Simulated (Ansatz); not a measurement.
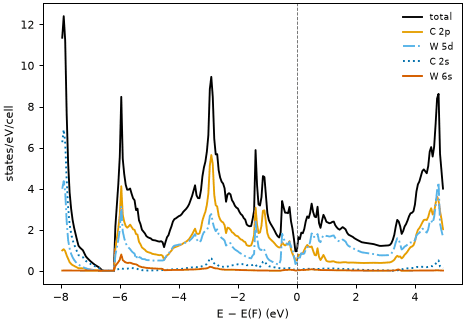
Figure. Total and projected density of states of WC$_{2}$ in space group P6_3/mmc (No. 194; W on 2c, C on 4f), PBE+D3(BJ) in the plane-wave PAW code Ansatz

Q: Which orbitals carry the states next to the Fermi level?

A: Within 0.5 eV of the Fermi level: W 5d 47 %, C 2p 45 %. Projections are on Löwdin-orthogonalised atomic valence shells; empty p or d shells of many metals are not among them.

The start of the workflow was typed in or built on a structure type; neither database checked (COD, Materials Project) lists it. Its standing as an ambient phase is unchecked. The cell was relaxed with PBE+D3(BJ) under the symmetry of its start; whether a distortion lowers the energy is not shown. The run is not spin-polarised. Its formation energy is positive at this level, so the cell may be metastable or incomplete. Scalar-relativistic: spin–orbit coupling is off unless named, which matters more the heavier the elements.

Potentials: the earlier of the program's two PAW sets.
